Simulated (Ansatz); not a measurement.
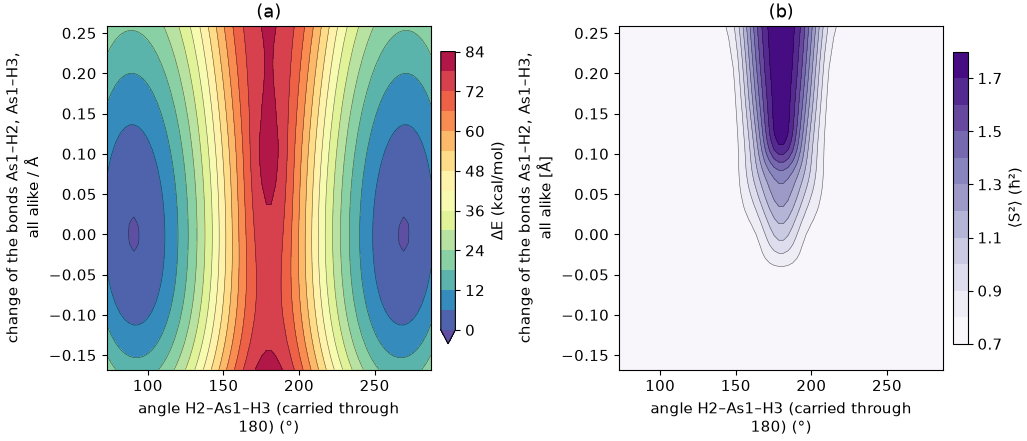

AsH2, SMILES [AsH2], spin multiplicity 2. 
- The first coordinate is: angle H2–As1–H3 (carried through 180); the second: change of the bonds As1–H2, As1–H3, all alike.
- Nothing is relaxed (all other coordinates rigid).
- Grid: 15 × 15 points; 120 points were computed and 105 follow by symmetry.
- Points are written as (first, second).
- Energies: kcal/mol, counted from the lowest grid point.
- In part of the range the unrestricted reference is strongly spin-contaminated.
- All numbers below come from UKS PBE0-D4/def2-TZVP in Ansatz 0.2.0.

Panel (a) is the energy and panel (b) the computed ⟨S²⟩ on the same grid.

Drawn: filled contours. Between grid points the surface is interpolated.

Q: How does the ⟨S²⟩ vary over the map, and what is it at the lowest grid point?

A: Leaving out the highest fifth of the energies, it runs from 0.75 ħ² at (72.7°, −0.168 Å) to 0.91 ħ² at (149.3°, 0.259 Å). At the lowest grid point, (88.0°, 0.015 Å), it is 0.76 ħ².
